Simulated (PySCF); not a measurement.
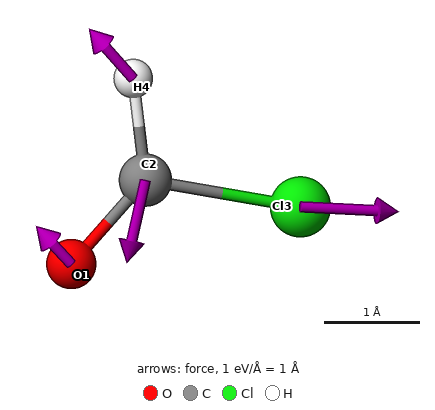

Starting geometry of CHClO with the computed forces as purple arrows. Style: ball-and-stick. Shown at a tilt.

The start comes from GFN2-xTB. Its atoms were then displaced at random by about 0.01 Å.

These are results of PBE0-D3(BJ)/def2-SVP geometry optimisation, gas phase in PySCF 2.14.0, density-fitted response routines, not measurements. 

> What follows when this structure is relaxed?

It isn't relaxed: the largest force vector, on Cl3, is 1.08 eV/Å. The final displacements follow the starting forces only in part (cosine between the two patterns 0.85). After 6 geometry steps the energy has fallen by 1.06 kcal/mol. The largest move after the best rigid fit is that of Cl3, 0.049 Å. By element the largest moves are Cl 0.049 Å, H 0.031 Å, O 0.030 Å, C 0.013 Å. Near-neighbour distances that change, for instance: C2–Cl3 1.723 → 1.765 Å, C2–H4 1.091 → 1.109 Å. Bond angles that change, for instance: O1–C2–H4 129.9° → 126.2°, O1–C2–Cl3 121.7° → 124.0°.
